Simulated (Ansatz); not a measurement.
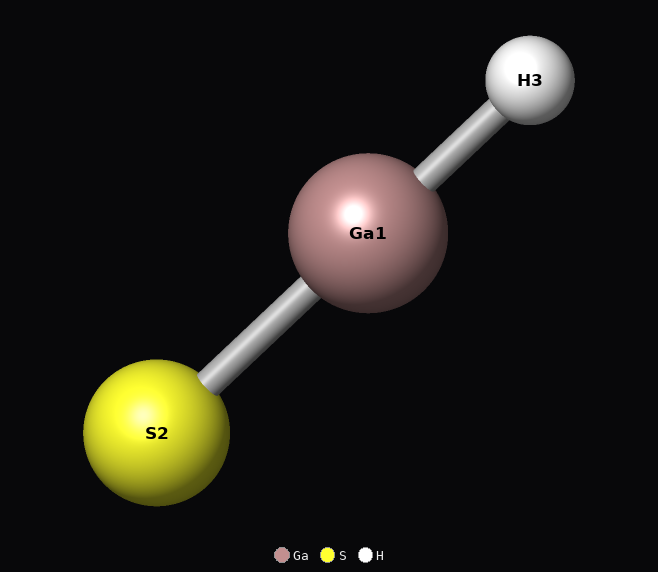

The atoms are numbered. The computed structure is the end point of a PBE0-D4/def2-TZVP optimisation.

Which atoms are bonded, and how long are the bonds?

```json
{"bond": "Ga1–S2", "length (Å)": "2.004"}
{"bond": "Ga1–H3", "length (Å)": "1.534"}
```
